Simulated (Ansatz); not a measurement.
**wB97X/STO-3G run of CH6Si (methylsilane)**

Aim: the electronic atomisation energy of CH6Si (methylsilane) at wB97X/STO-3G, from 4 runs. 

The calculation is run with Ansatz 0.2.0.

47 further runs of the same task are left out: 1 that didn't finish, 46 set aside as unsound or not needed.

### Step 1. The structure to begin with

CH6Si: 8 atoms, total charge 0, spin state singlet. As SMILES, `C[SiH3]`. Geometry: relaxed at PBE0-D4/def2-TZVP.

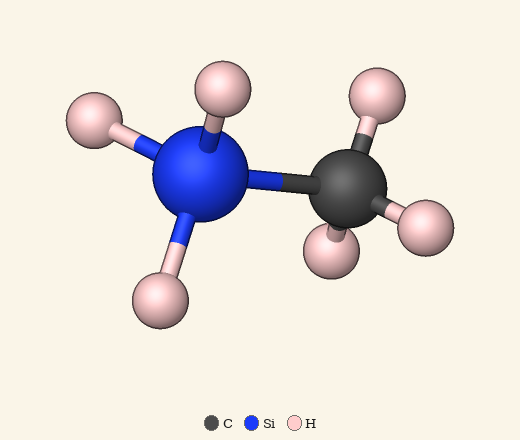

The structure, seen from a chosen angle (carbon dark grey, silicon blue, hydrogen pink).

### Step 2. The energy at wB97X/STO-3G

run.yaml

```yaml
basis:
  gaussian: {orbitals: STO-3G}
crystal:
  periodic: [false, false, false]
  atoms:
    - {symbol: C, position_ang: [-0.181500, 0.239740, -0.940300]}
    - {symbol: Si, position_ang: [0.162420, -0.214550, 0.841500]}
    - {symbol: H, position_ang: [-1.240470, 0.112510, -1.175580]}
    - {symbol: H, position_ang: [0.395470, -0.391420, -1.619800]}
    - {symbol: H, position_ang: [0.086600, 1.280720, -1.133860]}
    - {symbol: H, position_ang: [-0.624960, 0.646220, 1.765390]}
    - {symbol: H, position_ang: [1.605560, -0.040010, 1.159870]}
    - {symbol: H, position_ang: [-0.203110, -1.633210, 1.102780]}
hamiltonian: {xc: {name: wB97X}}
accuracy: high
```

Command:

```bash
$ ansatz run run.yaml --threads 1 --pin off --max-ram 3480MiB --events-out events.jsonl --progress --plain --runs-dir runs
```

Log:

```text
Warning: RAYON_NUM_THREADS=1 ignored (pool sized by the plan → 1); use --threads N
Functional definition: wB97X
  name "wB97X"
  parameter omega = 0.3/bohr
  parameter cx = 0.157706
  parameter cx1 = 0.726479
  parameter cx2 = 1.04760
  parameter cx3 = -5.70635
  parameter cx4 = 13.2794
  parameter css1 = -4.33879
  parameter css2 = 18.2308
  parameter css3 = -31.7430
  parameter css4 = 17.2901
  parameter cos1 = 2.37031
  parameter cos2 = -11.3995
  parameter cos3 = 6.58405
  parameter cos4 = -3.78132
  exchange = spin_sum(e_x_unif_sr(omega)*poly(b97_u_x, 1 - cx, cx1, cx2, cx3, cx4)) + cx*exact_x_sr(omega)
      + exact_x_lr(omega)
  correlation = spin_sum(e_c_pw_same_spin*poly(b97_u_same, 1, css1, css2, css3, css4))
      + integral(e_c_pw_opposite_spin*poly(b97_u_opposite, 1, cos1, cos2, cos3, cos4))
361 factors; integrals over basis functions are off by at most 5.4e-9 eV
172 factors; integrals over basis functions are off by at most 1.6e-9 eV
mean field evaluation 1: about -8907.8548 eV, gradient 9.9e0 eV
mean field evaluation 2: about -8908.2342 eV, gradient 2.8e0 eV
mean field evaluation 4: about -8908.2591 eV, gradient 5.8e-2 eV
mean field evaluation 8: about -8908.1879 eV, gradient 6.0e-4 eV
mean field -8908.18787147 eV, -327.3698660901 hartree, gradient 9.8e-9 eV, S^2 0.000000; 0 other end points of the search recorded, 0 dependent functions left out
reference -8908.18786955 eV, -327.3698660193 hartree; 13, 13 occupied and 7, 7 virtual orbitals, 361 factors
Total energy: -8908.18786955 eV, -327.3698660193 hartree
```

Wall time 5.1 s (1 thread of Arm Neoverse V2, shared host); peak memory 0.28 GiB.

### Step 3. The C atom at the same level

in.yaml

```yaml
crystal:
  periodic: [false, false, false]
  atoms:
    - {symbol: C, position_ang: [0.000000, 0.000000, 0.000000]}
basis:
  gaussian: {orbitals: STO-3G}
magnetization: {spin_polarized: true, initial_magnetization: 2}
hamiltonian: {xc: {name: wB97X}}
accuracy: high
```

Run the same way, it converges to -37.34788 Eh (log not shown).

### Step 4. The H atom

input.yaml

```yaml
crystal:
  periodic: [false, false, false]
  atoms:
    - {symbol: H, position_ang: [0.000000, 0.000000, 0.000000]}
basis:
  gaussian: {orbitals: STO-3G}
magnetization: {spin_polarized: true, initial_magnetization: 1}
hamiltonian: {xc: {name: wB97X}}
accuracy: high
```

Run the same way, it converges to -0.46692 Eh (log not shown).

### Step 5. The Si atom

run.yaml

```yaml
crystal:
  periodic: [false, false, false]
  atoms:
    - {symbol: Si, position_ang: [0.000000, 0.000000, 0.000000]}
basis:
  gaussian:
    orbitals: STO-3G
accuracy: high
hamiltonian:
  xc: {name: wB97X}
magnetization:
  spin_polarized: true
  initial_magnetization: 2
```

Run the same way, it converges to -285.93335 Eh (log not shown).

### Step 6. What came out

At wB97X/STO-3G:

| quantity | value |
| --- | --- |
| molecule: total energy | -327.36987 Eh |
| C atom: total energy | -37.34788 Eh |
| C atom: ⟨S²⟩ | 2.000 |
| H atom: total energy | -0.46692 Eh |
| H atom: ⟨S²⟩ | 0.750 |
| Si atom: total energy | -285.93335 Eh |
| Si atom: ⟨S²⟩ | 2.000 |
| electronic atomisation energy | 35.024 eV |

What this shows: Taking the molecule apart into free atoms costs 35.02 eV (3379 kJ/mol), before zero-point energy and without spin-orbit coupling. In a minimal basis such a difference can be off by several eV, whatever the method.
